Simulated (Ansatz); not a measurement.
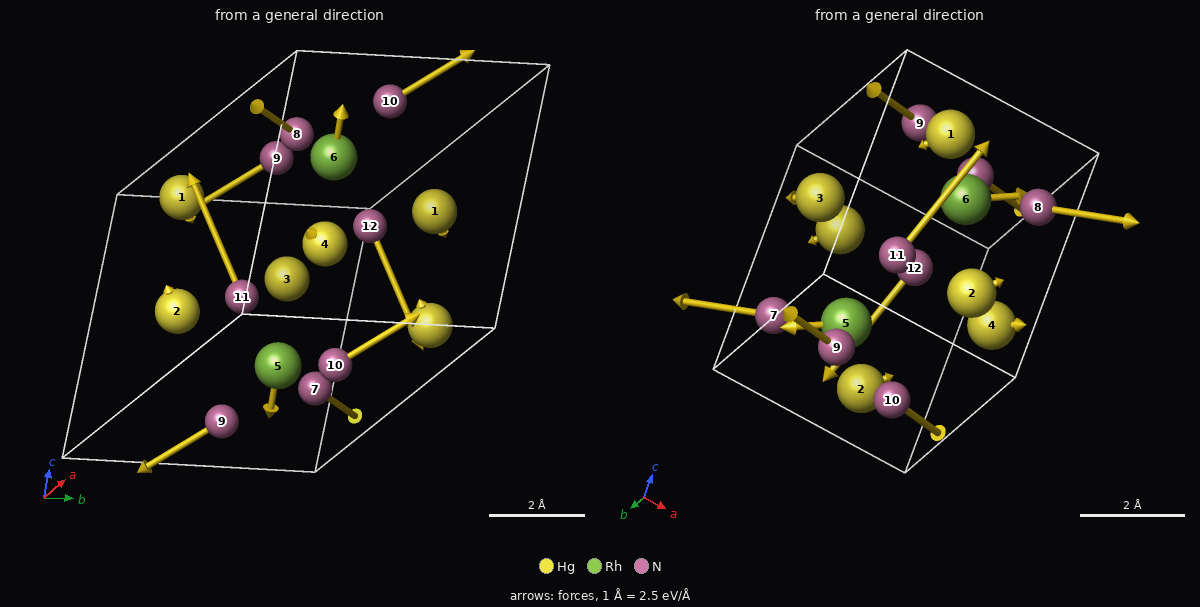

We look at a spheres-only model of the crystal from two general directions. The frame is the simulation cell; atoms at its boundary are shown with their periodic copies. The arrows are the computed forces on the atoms.

System: Hg₂RhN₃. Computational set-up: Ansatz, DFT, PAW plane waves, PBE, an energy cutoff of 420 eV, a 4×4×3 k-point grid, Gaussian smearing of 0.14 eV, no spin polarisation.

Question: Is the structure at a minimum of the energy?

Answer: No. The atoms still feel forces of up to about 6.3 eV/Å, far above a usual threshold of 0.01 to 0.03 eV/Å.

Question: On which atom is the force largest?

Answer: N11 and N12, about 6.3 eV/Å.

About the cell: it is a generated cell, made by putting these elements into a known structure type (the compound may or may not exist in this form), and it is unrelaxed. An electronic-structure calculation with Ansatz was run on it.
